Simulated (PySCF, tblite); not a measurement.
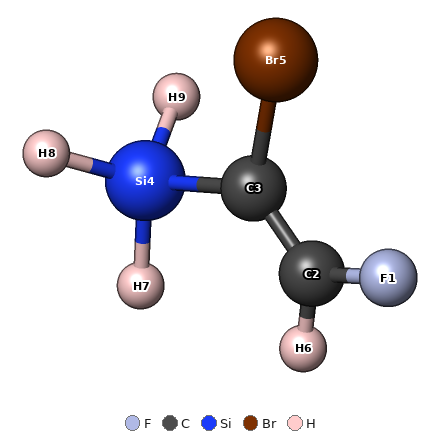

C₂H₄BrFSi, SMILES F/C=C(/[SiH3])Br. Vertical core-electron binding energies by ΔSCF (SCAN, pcX-2 on the ionised atom, pcseg-1 elsewhere, spin-free X2C; PySCF, at a GFN2-xTB geometry (a minimum by its frequencies)), gas phase, against the vacuum level. One atom of each kind was ionised; within a panel, areas follow the number of like atoms and 2j + 1 (2p levels are split by first-order spin-orbit coupling, an approximation), each panel is scaled alone, Gaussians of 1.0 eV full width. Only the regions named are shown. Lines closer than the width merge in the curve.

**Predict the C 1s, Si 2p and Si 1s photoelectron lines.**

```
   level  atoms  binding energy (eV)
    C 1s     C2                293.0
    C 1s     C3                291.4
Si 2p1/2    Si4                107.9
Si 2p3/2    Si4                107.2
   Si 1s    Si4               1847.0
```

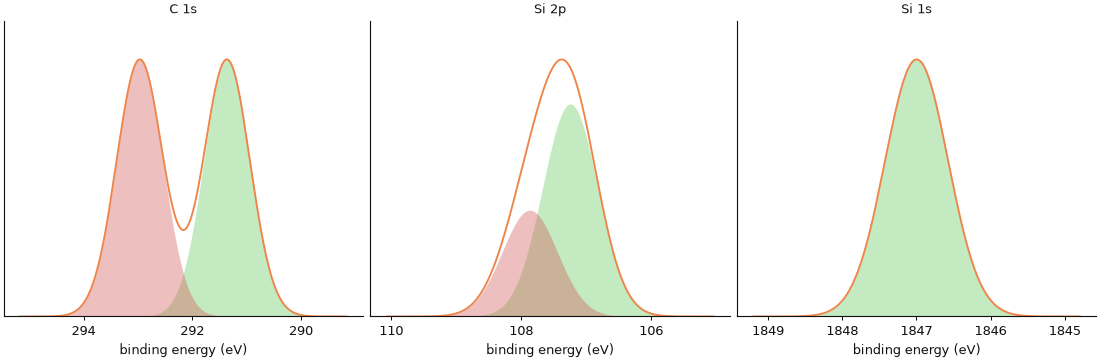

Caveats: the tight-binding geometry is rougher than a DFT one and adds to the error.
